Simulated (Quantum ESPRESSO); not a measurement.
## Collinear magnetic orders of BeCo with Quantum ESPRESSO

Wanted: the moments of BeCo and the energy of each order that was tried.

Calculated with Quantum ESPRESSO 7.5; BLYP; plane waves with GBRV 1.5 PBEsol potentials, no spin-orbit coupling.

## (1) Starting point

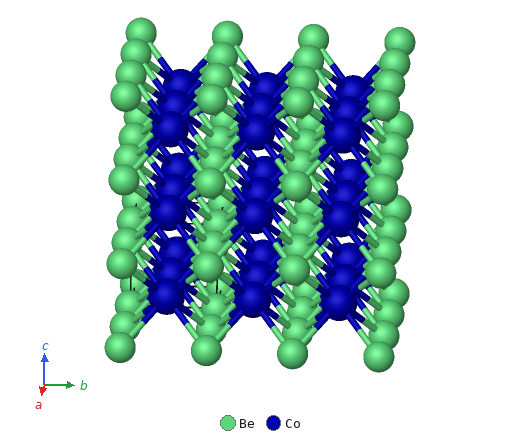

The cell as given, slightly off an axis (beryllium green, cobalt blue). 3×3×3 cells are drawn. Some periodic images of atoms are drawn too.

The cell comes from the Crystallography Open Database.

## (2) Start 1: ferro +

The signs are those of the starting moments on the seeded atoms, the atoms that are given a moment.

File pw.in:

```
&CONTROL
  calculation = 'scf'
  prefix = 'pwscf'
  outdir = './tmp'
  pseudo_dir = './pseudo'
  disk_io = 'nowf'
/
&SYSTEM
  ibrav = 0
  celldm(1) = 8
  nat = 2
  ntyp = 2
  ecutwfc = 40
  ecutrho = 280
  nbnd = 18
  input_dft = 'blyp'
  occupations = 'smearing'
  smearing = 'fd'
  degauss = 0.00367493
  nspin = 2
  starting_magnetization(1) = 0
  starting_magnetization(2) = 0.1176
/
&ELECTRONS
  conv_thr = 4d-09
  electron_maxstep = 150
  mixing_beta = 0.3
/
ATOMIC_SPECIES
Be      9.0122 be_pbesol_v1.4.uspp.F.UPF
Co     58.9332 co_pbesol_v1.2.uspp.F.UPF
CELL_PARAMETERS alat
   0.6155782850968    0.0000000000000    0.0000000000000
   0.0000000000000    0.6155782850968    0.0000000000000
   0.0000000000000    0.0000000000000    0.6155782850968
ATOMIC_POSITIONS crystal
Be      0.0000000000    0.0000000000    0.0000000000
Co      0.5000000000    0.5000000000    0.5000000000
K_POINTS automatic
10 10 10 0 0 0
```

Launch:

```
> OMP_NUM_THREADS=1 mpirun -n 2 pw.x -nk 2 -in pw.in > pw.out
```

What it wrote:

```text
Program PWSCF v.7.5 starts

     IMPORTANT: XC functional enforced from input :
     Exchange-correlation= BLYP
                           (   1   3   1   3   0   0   0)
     Any further DFT definition will be discarded
     Please, verify this is what you really want

     Message from routine setup:
     using ibrav=0 with symmetry is DISCOURAGED, use correct ibrav instead

     K-points division:     npool     =       2
     Subspace diagonalization in iterative solution of the eigenvalue problem:

     G-vector sticks info
     --------------------
     sticks:   dense  smooth     PW     G-vecs:    dense   smooth      PW
     Sum         545     305    101                 9459     4067     799

     Using Slab Decomposition

     bravais-lattice index     =            0
     lattice parameter (alat)  =       8.0000  a.u.
     unit-cell volume          =     119.4318 (a.u.)^3
     number of atoms/cell      =            2
     number of atomic types    =            2
     number of electrons       =        21.00
     number of Kohn-Sham states=           18
     kinetic-energy cutoff     =      40.0000  Ry
     charge density cutoff     =     280.0000  Ry
     scf convergence threshold =      4.0E-09
     mixing beta               =       0.3000
     number of iterations used =            8  plain     mixing
     Exchange-correlation= BLYP
                           (   1   3   1   3   0   0   0)

     celldm(1)=   8.000000  celldm(2)=   0.000000  celldm(3)=   0.000000
     celldm(4)=   0.000000  celldm(5)=   0.000000  celldm(6)=   0.000000

     crystal axes: (cart. coord. in units of alat)
               a(1) = (   0.615578   0.000000   0.000000 )
               a(2) = (   0.000000   0.615578   0.000000 )
               a(3) = (   0.000000   0.000000   0.615578 )

     reciprocal axes: (cart. coord. in units 2 pi/alat)
               b(1) = (  1.624489  0.000000  0.000000 )
               b(2) = (  0.000000  1.624489  0.000000 )
               b(3) = (  0.000000  0.000000  1.624489 )

     PseudoPot. # 1 for Be read from file:
     be_pbesol_v1.4.uspp.F.UPF
     Pseudo is Ultrasoft, Zval =  4.0
     Generated by new atomic code, or converted to UPF format
     Using radial grid of  769 points,  6 beta functions with:
                l(1) =   0
                l(2) =   0
                l(3) =   0
                l(4) =   1
                l(5) =   1
                l(6) =   2
     Q(r) pseudized with 10 coefficients,  rinner =    1.000   1.000   1.000
                                                       1.000   1.000

     PseudoPot. # 2 for Co read from file:
     co_pbesol_v1.2.uspp.F.UPF
     Pseudo is Ultrasoft + core correction, Zval = 17.0
     Generated by new atomic code, or converted to UPF format
     Using radial grid of  863 points,  6 beta functions with:
                l(1) =   0
                l(2) =   0
                l(3) =   1
                l(4) =   1
                l(5) =   2
                l(6) =   2
     Q(r) pseudized with  8 coefficients,  rinner =    1.200   1.200   1.200
                                                       1.200   1.200

     atomic species   valence    mass     pseudopotential
     Be                4.00     9.01220     Be( 1.00)
     Co               17.00    58.93320     Co( 1.00)

     Starting magnetic structure
     atomic species   magnetization
     Be              0.000
     Co              0.118

     48 Sym. Ops., with inversion, found

   Cartesian axes

     site n.     atom                  positions (alat units)
         1        Be     tau(   1) = (   0.0000000   0.0000000   0.0000000  )
         2        Co     tau(   2) = (   0.3077891   0.3077891   0.3077891  )

     number of k points=    56  Fermi-Dirac smearing, width (Ry)=  0.0037
                       cart. coord. in units 2pi/alat
        k(    1) = (   0.0000000   0.0000000   0.0000000), wk =   0.0010000
        k(    2) = (   0.0000000   0.0000000   0.1624489), wk =   0.0060000
        k(    3) = (   0.0000000   0.0000000   0.3248978), wk =   0.0060000
        k(    4) = (   0.0000000   0.0000000   0.4873466), wk =   0.0060000
        k(    5) = (   0.0000000   0.0000000   0.6497955), wk =   0.0060000
        [... 51 further k-points ...]

     Dense  grid:     9459 G-vectors     FFT dimensions: (  27,  27,  27)

     Smooth grid:     4067 G-vectors     FFT dimensions: (  20,  20,  20)

     Check: negative core charge=   -0.000041
     Generating pointlists ...
     new r_m :   0.2199 (alat units)  1.7593 (a.u.) for type    1
     new r_m :   0.2199 (alat units)  1.7593 (a.u.) for type    2

     Initial potential from superposition of free atoms

     starting charge      19.9998, renormalised to      21.0000
     Starting wfcs are   18 randomized atomic wfcs

     Self-consistent Calculation

     iteration #  1     ecut=    40.00 Ry     beta= 0.30
     Davidson diagonalization with overlap
     ethr =  1.00E-02,  avg # of iterations =  3.9

     total energy              =    -322.88453964 Ry
     estimated scf accuracy    <      11.91847713 Ry

     total magnetization       =     0.69 Bohr mag/cell
     absolute magnetization    =     0.93 Bohr mag/cell

     iteration #  2     ecut=    40.00 Ry     beta= 0.30
     Davidson diagonalization with overlap
     ethr =  1.00E-02,  avg # of iterations =  2.4

     total energy              =    -325.84495770 Ry
     estimated scf accuracy    <       8.22161404 Ry

     total magnetization       =     0.07 Bohr mag/cell
     absolute magnetization    =     0.18 Bohr mag/cell

     iteration #  3     ecut=    40.00 Ry     beta= 0.30
     Davidson diagonalization with overlap
     ethr =  1.00E-02,  avg # of iterations =  2.0

     total energy              =    -326.66801326 Ry
     estimated scf accuracy    <       0.04126437 Ry

     total magnetization       =     0.73 Bohr mag/cell
     absolute magnetization    =     0.94 Bohr mag/cell

     [... further iterations left out ...]

     iteration # 13     ecut=    40.00 Ry     beta= 0.30
     Davidson diagonalization with overlap
     ethr =  2.10E-09,  avg # of iterations =  1.9

     total energy              =    -326.66951163 Ry
     estimated scf accuracy    <       0.00000010 Ry

     total magnetization       =     0.34 Bohr mag/cell
     absolute magnetization    =     0.40 Bohr mag/cell

     iteration # 14     ecut=    40.00 Ry     beta= 0.30
     Davidson diagonalization with overlap
     ethr =  4.71E-10,  avg # of iterations =  2.0

     total energy              =    -326.66951222 Ry
     estimated scf accuracy    <       0.00000004 Ry

     total magnetization       =     0.33 Bohr mag/cell
     absolute magnetization    =     0.40 Bohr mag/cell

     iteration # 15     ecut=    40.00 Ry     beta= 0.30
     Davidson diagonalization with overlap
     ethr =  1.77E-10,  avg # of iterations =  1.6

     total energy              =    -326.66951200 Ry
     estimated scf accuracy    <       0.00000001 Ry

     total magnetization       =     0.33 Bohr mag/cell
     absolute magnetization    =     0.40 Bohr mag/cell

     iteration # 16     ecut=    40.00 Ry     beta= 0.30
     Davidson diagonalization with overlap
     ethr =  6.33E-11,  avg # of iterations =  2.5

     Magnetic moment per site  (integrated on atomic sphere of radius R)
     atom   1 (R=0.220)  charge=  3.1755  magn= -0.0178
     atom   2 (R=0.220)  charge= 15.1863  magn=  0.3552

     End of self-consistent calculation

     Number of k-points >= 100: set verbosity='high' to print the bands.

     the Fermi energy is    14.9827 ev

!    total energy              =    -326.66951234 Ry
     estimated scf accuracy    <          2.9E-10 Ry
     smearing contrib. (-TS)   =      -0.00113974 Ry
     internal energy E=F+TS    =    -326.66837260 Ry

     The total energy is F=E-TS. E is the sum of the following terms:
     one-electron contribution =    -196.21938752 Ry
     hartree contribution      =     105.09319004 Ry
     xc contribution           =     -37.67152107 Ry
     ewald contribution        =    -197.87065406 Ry

     total magnetization       =     0.33 Bohr mag/cell
     absolute magnetization    =     0.39 Bohr mag/cell

     convergence has been achieved in  16 iterations

=------------------------------------------------------------------------------=
   JOB DONE.
=------------------------------------------------------------------------------=
```

Elapsed: 7 s, on 2 MPI ranks of Arm Neoverse V2, shared host; peak memory 0.15 GiB; 14 s of CPU time.

Spin moment in the atom's sphere by atom:

```csv
atom,spin moment in the atom's sphere (μB)
Be1,-0.018
Co2,0.355
```

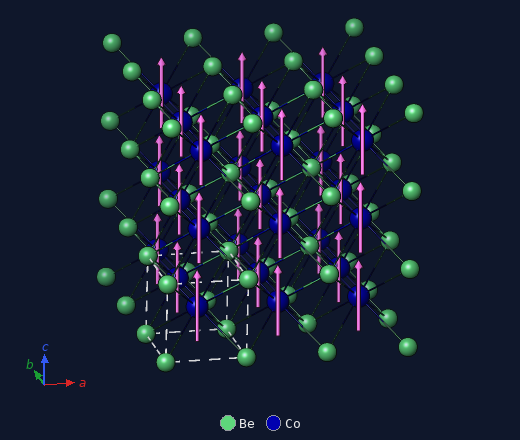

Spin moment in the atom's sphere as arrows, the longest 0.355 μB. Up and down stand for the sign. Arrows give size and sign along the axis of quantisation, drawn up and down the page. 3×3×3 cells are drawn. Some periodic images of atoms are drawn too.

Read from the output:

| Quantity | Value |
| --- | --- |
| smearing term TS | 0.01551 eV |
| magnetization | 0.33 μB |
| absolute magnetization | 0.392 μB |
| final state | ferromagnetic |

## (3) Run 2, typed as antiferro q=(1/2,1/2,1/2) +−

This order needs a doubled cell of 4 atoms. The wavevector q is in fractions of the reciprocal vectors of the crystal's primitive cell, as the cells of these inputs are built from it; moments change sign between cells as cos(2π q·R).

File pw.in:

```
&CONTROL
  calculation = 'scf'
  prefix = 'pwscf'
  outdir = './tmp'
  pseudo_dir = './pseudo'
  disk_io = 'nowf'
/
&SYSTEM
  ibrav = 0
  celldm(1) = 8
  nat = 4
  ntyp = 3
  ecutwfc = 40
  ecutrho = 280
  nbnd = 30
  input_dft = 'blyp'
  occupations = 'smearing'
  smearing = 'fd'
  degauss = 0.00367493
  nspin = 2
  starting_magnetization(1) = 0
  starting_magnetization(2) = 0.1176
  starting_magnetization(3) = -0.1176
/
&ELECTRONS
  conv_thr = 8d-09
  electron_maxstep = 150
  mixing_beta = 0.3
/
ATOMIC_SPECIES
Be      9.0122 be_pbesol_v1.4.uspp.F.UPF
Co1    58.9332 co_pbesol_v1.2.uspp.F.UPF
Co2    58.9332 co_pbesol_v1.2.uspp.F.UPF
CELL_PARAMETERS alat
   1.2311565701937    0.0000000000000    0.0000000000000
   0.6155782850968    0.6155782850968    0.0000000000000
   0.6155782850968    0.0000000000000    0.6155782850968
ATOMIC_POSITIONS crystal
Be      0.0000000000    0.0000000000    0.0000000000
Be      0.5000000000    0.0000000000    0.0000000000
Co1     0.7500000000    0.5000000000    0.5000000000
Co2     0.2500000000    0.5000000000    0.5000000000
K_POINTS automatic
5 10 10 0 0 0
```

What it wrote:

```text
[banner, memory and clock lines left out]
Program PWSCF v.7.5 starts

     IMPORTANT: XC functional enforced from input :
     Exchange-correlation= BLYP
                           (   1   3   1   3   0   0   0)
     Any further DFT definition will be discarded
     Please, verify this is what you really want

     Message from routine setup:
     using ibrav=0 with symmetry is DISCOURAGED, use correct ibrav instead

     bravais-lattice index     =            0
     lattice parameter (alat)  =       8.0000  a.u.
     unit-cell volume          =     238.8635 (a.u.)^3
     number of atoms/cell      =            4
     number of atomic types    =            3
     number of electrons       =        42.00
     number of Kohn-Sham states=           30
     kinetic-energy cutoff     =      40.0000  Ry
     charge density cutoff     =     280.0000  Ry
     scf convergence threshold =      8.0E-09
     mixing beta               =       0.3000
     number of iterations used =            8  plain     mixing
     Exchange-correlation= BLYP
                           (   1   3   1   3   0   0   0)

     celldm(1)=   8.000000  celldm(2)=   0.000000  celldm(3)=   0.000000
     celldm(4)=   0.000000  celldm(5)=   0.000000  celldm(6)=   0.000000

     crystal axes: (cart. coord. in units of alat)
               a(1) = (   1.231157   0.000000   0.000000 )
               a(2) = (   0.615578   0.615578   0.000000 )
               a(3) = (   0.615578   0.000000   0.615578 )

     reciprocal axes: (cart. coord. in units 2 pi/alat)
               b(1) = (  0.812244 -0.812244 -0.812244 )
               b(2) = (  0.000000  1.624489  0.000000 )
               b(3) = (  0.000000  0.000000  1.624489 )

     PseudoPot. # 1 for Be read from file:
     be_pbesol_v1.4.uspp.F.UPF
     Pseudo is Ultrasoft, Zval =  4.0

     PseudoPot. # 2 for Co read from file:
     co_pbesol_v1.2.uspp.F.UPF
     Pseudo is Ultrasoft + core correction, Zval = 17.0

     PseudoPot. # 3 for Co read from file:
     co_pbesol_v1.2.uspp.F.UPF
     Pseudo is Ultrasoft + core correction, Zval = 17.0

     atomic species   valence    mass     pseudopotential
     Be                4.00     9.01220     Be( 1.00)
     Co1              17.00    58.93320     Co( 1.00)
     Co2              17.00    58.93320     Co( 1.00)

     Starting magnetic structure
     atomic species   magnetization
     Be              0.000
     Co1             0.118
     Co2            -0.118

     48 Sym. Ops., with inversion, found (24 have fractional translation)

   Cartesian axes

     site n.     atom                  positions (alat units)
         1        Be     tau(   1) = (   0.0000000   0.0000000   0.0000000  )
         2        Be     tau(   2) = (   0.6155783   0.0000000   0.0000000  )
         3        Co1    tau(   3) = (   1.5389457   0.3077891   0.3077891  )
         4        Co2    tau(   4) = (   0.9233674   0.3077891   0.3077891  )

     number of k points=    28  Fermi-Dirac smearing, width (Ry)=  0.0037
                       cart. coord. in units 2pi/alat
        k(    1) = (   0.0000000   0.0000000   0.0000000), wk =   0.0020000
        k(    2) = (   0.0000000   0.0000000   0.1624489), wk =   0.0120000
        k(    3) = (   0.0000000   0.0000000   0.3248978), wk =   0.0120000
        k(    4) = (   0.0000000   0.0000000   0.4873466), wk =   0.0120000
        k(    5) = (   0.0000000   0.0000000   0.6497955), wk =   0.0120000
        [... 23 further k-points ...]

     Dense  grid:    18907 G-vectors     FFT dimensions: (  54,  40,  40)

     Smooth grid:     8099 G-vectors     FFT dimensions: (  40,  30,  30)

     Check: negative core charge=   -0.000041
     Generating pointlists ...
     new r_m :   0.2199 (alat units)  1.7593 (a.u.) for type    1
     new r_m :   0.2199 (alat units)  1.7593 (a.u.) for type    2
     new r_m :   0.2199 (alat units)  1.7593 (a.u.) for type    3

     Initial potential from superposition of free atoms

     starting charge      39.9997, renormalised to      42.0000
     Starting wfcs are   36 randomized atomic wfcs

     Self-consistent Calculation

     iteration #  1     ecut=    40.00 Ry     beta= 0.30
     Davidson diagonalization with overlap
     ethr =  1.00E-02,  avg # of iterations =  2.6

     total energy              =    -645.89308122 Ry
     estimated scf accuracy    <      23.56979999 Ry

     total magnetization       =    -0.00 Bohr mag/cell
     absolute magnetization    =     1.43 Bohr mag/cell

     iteration #  2     ecut=    40.00 Ry     beta= 0.30
     Davidson diagonalization with overlap
     ethr =  1.00E-02,  avg # of iterations =  3.1

     total energy              =    -651.69241841 Ry
     estimated scf accuracy    <      16.17991308 Ry

     total magnetization       =    -0.00 Bohr mag/cell
     absolute magnetization    =     0.33 Bohr mag/cell

     [... further iterations left out ...]

     iteration # 17     ecut=    40.00 Ry     beta= 0.30
     Davidson diagonalization with overlap
     ethr =  3.56E-11,  avg # of iterations =  1.9

     total energy              =    -653.33872254 Ry
     estimated scf accuracy    <       0.00000001 Ry

     total magnetization       =    -0.00 Bohr mag/cell
     absolute magnetization    =     0.00 Bohr mag/cell

     iteration # 18     ecut=    40.00 Ry     beta= 0.30
     Davidson diagonalization with overlap
     ethr =  2.69E-11,  avg # of iterations =  2.0

     Magnetic moment per site  (integrated on atomic sphere of radius R)
     atom   1 (R=0.220)  charge=  3.1755  magn=  0.0000
     atom   2 (R=0.220)  charge=  3.1755  magn=  0.0000
     atom   3 (R=0.220)  charge= 15.1895  magn= -0.0003
     atom   4 (R=0.220)  charge= 15.1895  magn= -0.0004

     End of self-consistent calculation

     [... lines left out ...]
     the Fermi energy is    14.9545 ev

!    total energy              =    -653.33872254 Ry
     estimated scf accuracy    <          4.6E-10 Ry
     smearing contrib. (-TS)   =      -0.00244184 Ry
     internal energy E=F+TS    =    -653.33628070 Ry

     The total energy is F=E-TS. E is the sum of the following terms:
     one-electron contribution =    -392.48633623 Ry
     hartree contribution      =     210.23517619 Ry
     xc contribution           =     -75.34381255 Ry
     ewald contribution        =    -395.74130812 Ry

     total magnetization       =    -0.00 Bohr mag/cell
     absolute magnetization    =     0.00 Bohr mag/cell

     convergence has been achieved in  18 iterations
```

It took 31 s on 2 MPI ranks; peak memory 0.21 GiB.

Spin moment in the atom's sphere by atom:

```csv
atom,spin moment in the atom's sphere (μB)
Be1,0.0000
Be2,0.0000
Co3,-0.0003
Co4,-0.0004
```

This step gave:

```
smearing term TS       : 0.03322 eV
magnetization          : 0 μB
absolute magnetization : 0 μB
final state            : non-magnetic
```

## (4) Start 3: antiferro q=(0,1/2,1/2) +−

The cell is doubled to 4 atoms to hold this order.

Changes to pw.in since step 3:

```diff
@@ -34,11 +34,11 @@
 CELL_PARAMETERS alat
-   1.2311565701937    0.0000000000000    0.0000000000000
-   0.6155782850968    0.6155782850968    0.0000000000000
-   0.6155782850968    0.0000000000000    0.6155782850968
+   0.6155782850968    0.0000000000000    0.0000000000000
+   0.0000000000000    1.2311565701937    0.0000000000000
+   0.0000000000000    0.6155782850968    0.6155782850968
 ATOMIC_POSITIONS crystal
 Be      0.0000000000    0.0000000000    0.0000000000
-Be      0.5000000000    0.0000000000    0.0000000000
-Co1     0.7500000000    0.5000000000    0.5000000000
-Co2     0.2500000000    0.5000000000    0.5000000000
+Be      0.0000000000    0.5000000000    0.0000000000
+Co1     0.5000000000    0.0000000000    0.5000000000
+Co2     0.5000000000    0.5000000000    0.5000000000
 K_POINTS automatic
-5 10 10 0 0 0
+10 5 10 0 0 0
```

What it wrote:

```text
     [... lines left out ...]
Program PWSCF v.7.5 starts
     [... lines left out ...]
     number of atoms/cell      =            4
     [... lines left out ...]
     number of electrons       =        42.00
     number of Kohn-Sham states=           30
     kinetic-energy cutoff     =      40.0000  Ry
     charge density cutoff     =     280.0000  Ry
     scf convergence threshold =      8.0E-09
     [... lines left out ...]
     16 Sym. Ops., with inversion, found ( 8 have fractional translation)
     [... lines left out ...]
     number of k points=    72  Fermi-Dirac smearing, width (Ry)=  0.0037
     [... lines left out ...]
     iteration # 17     ecut=    40.00 Ry     beta= 0.30
     [... lines left out ...]
     Magnetic moment per site  (integrated on atomic sphere of radius R)
     atom   1 (R=0.220)  charge=  3.1757  magn= -0.0000
     atom   2 (R=0.220)  charge=  3.1757  magn= -0.0000
     atom   3 (R=0.220)  charge= 15.1892  magn=  0.0006
     atom   4 (R=0.220)  charge= 15.1892  magn=  0.0003
     [... lines left out ...]
     the Fermi energy is    14.9545 ev
!    total energy              =    -653.33871636 Ry
     estimated scf accuracy    <          5.6E-09 Ry
     smearing contrib. (-TS)   =      -0.00244188 Ry
     [... lines left out ...]
     total magnetization       =     0.00 Bohr mag/cell
     absolute magnetization    =     0.00 Bohr mag/cell
     convergence has been achieved in  17 iterations
```

Elapsed: 48 s, on 2 MPI ranks; peak memory 0.25 GiB.

Spin moment in the atom's sphere by atom:

```csv
atom,spin moment in the atom's sphere (μB)
Be1,0.0000
Be2,0.0000
Co3,0.0006
Co4,0.0003
```

This step gave:

| Item | Value |
| --- | --- |
| smearing term TS | 0.03322 eV |
| magnetization | 0 μB |
| absolute magnetization | 0 μB |
| final state | non-magnetic |

(Part 1 of 2 ends here.)

[Logs and program files are shortened in this print: banners, set-up blocks, solver, clock and traceback lines can be left out without a mark of their own.]

[Logs are printed without paths, hosts, clocks, repeated set-up lines and the standing remarks that a program may print on its own settings, such as how far it seeks lower states.]

[Hosts, paths, dates, database ids (printed as entryN), source tags and the programs' standing remarks are cut or masked in the printed files.]

[Where a cell is said to come from a database of computed structures, the database is the Materials Project.]
